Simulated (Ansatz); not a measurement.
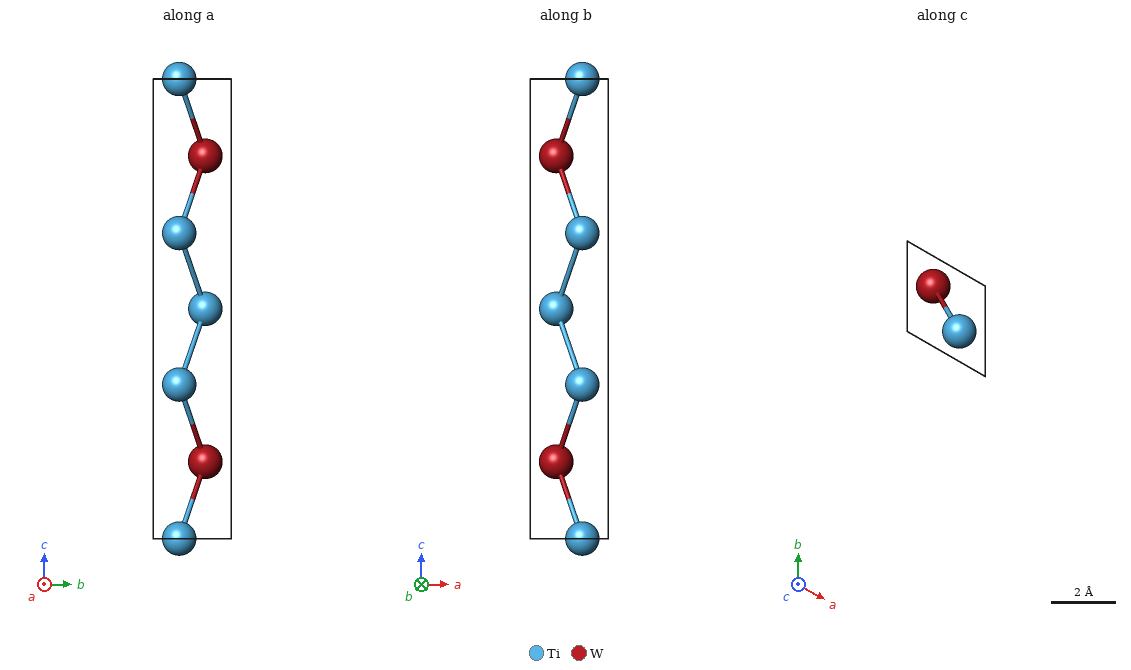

The crystal in a ball-and-stick representation, seen along the a axis, along the b axis and along the c axis. The lines enclose the conventional unit cell; boundary atoms appear with their images.

Lattice parameters: a = 2.8383 Å, b = 2.8383 Å, c = 14.4301 Å, α = 90.000°, β = 90.000°, γ = 120.000°.

Q: Give the structure in the form of a CIF in P1 with every atom of the cell, with free fractional coordinates to two decimals.

A:
```cif
data_structure
_symmetry_space_group_name_H-M 'P 1'
_symmetry_Int_Tables_number 1
_cell_length_a 2.8383
_cell_length_b 2.8383
_cell_length_c 14.4301
_cell_angle_alpha 90.000
_cell_angle_beta 90.000
_cell_angle_gamma 120.000
_cell_volume 100.67
loop_
_atom_site_label
_atom_site_type_symbol
_atom_site_fract_x
_atom_site_fract_y
_atom_site_fract_z
_atom_site_occupancy
Ti1 Ti 0.3333 0.6667 0.50 1
Ti2 Ti 0.6667 0.3333 0.00 1
Ti3 Ti 0.6667 0.3333 0.34 1
Ti4 Ti 0.6667 0.3333 0.66 1
W1 W 0.3333 0.6667 0.83 1
W2 W 0.3333 0.6667 0.17 1
```

Provenance: a structure type filled with these elements by a generator (whether the compound takes this form wasn't checked). The picture shows the end point of a geometry optimisation with DFT PBE, scalar-relativistic, plane waves, PAW in Ansatz 0.2.0.
